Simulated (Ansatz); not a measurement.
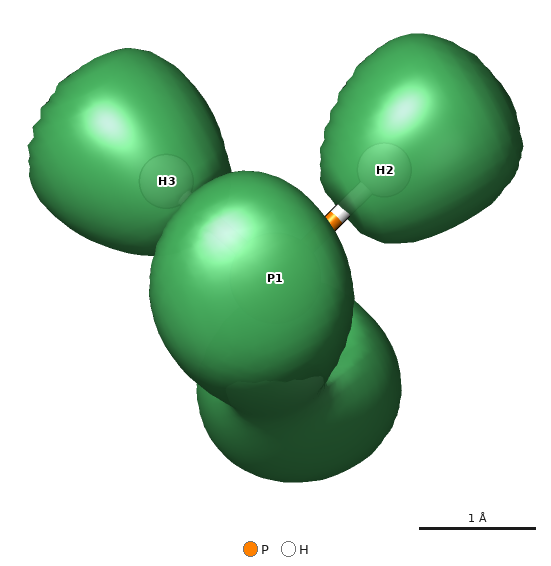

*H$_{2}$P (phosphanide) (charge −1). Isosurface of the electron localisation function at 0.9 (green), seen at a tilt. Core shells and regions of very low density are left out.*

Geometry: GFN2-xTB.

Level of theory: isolated molecule in a Gaussian basis; Hartree-Fock (Ansatz 0.2.0).

Describe the localisation domains.

Answer. The surface consists of two regions around hydrogen nuclei and one region wrapped around P (its valence shell). Along the contacts the grid gives the following. P–H (1.35 Å): the ELF climbs to about 1 towards the hydrogen, as it does in any bond to H.
